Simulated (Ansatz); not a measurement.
# Direct or indirect: AlN (P6_3mc)

```
CELL_PARAMETERS angstrom
3.11300 0.00000 0.00000
-1.55650 2.69594 0.00000
0.00000 0.00000 4.98100
ATOMIC_POSITIONS crystal
Al 0.66667 0.33333 0.50000
Al 0.33333 0.66667 0.00000
N 0.66667 0.33333 0.88000
N 0.33333 0.66667 0.38000
```

Method: Ansatz, PBE, independent particles, without spin-orbit coupling, line width 0.2 eV (Gaussian). The band structure gives a fundamental gap of 4.21 eV. The spectrum of vertical transitions near the edge:

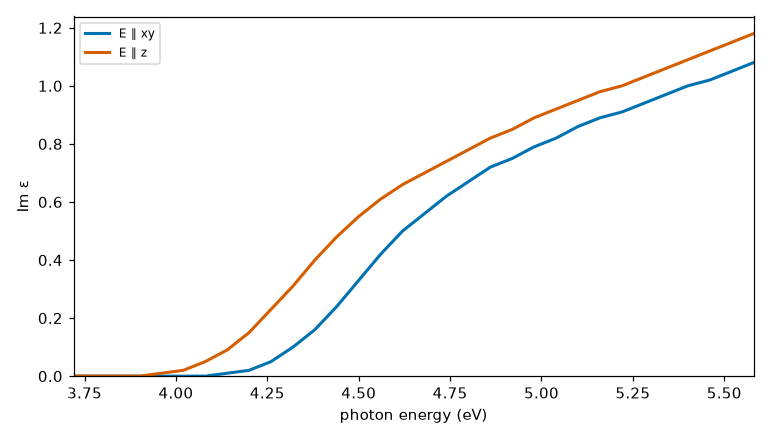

(1) Is the gap direct or indirect, and about where do vertical transitions set in?

## Answers

(1) Direct: the band path has its least direct gap at the fundamental one, 4.21 eV, and the curves rise from there. Lines are broadened by 0.2 eV, which spreads the edge.

[Logs are printed without paths, hosts, clocks, repeated set-up lines and the standing remarks that a program may print on its own settings, such as how far it seeks lower states.]
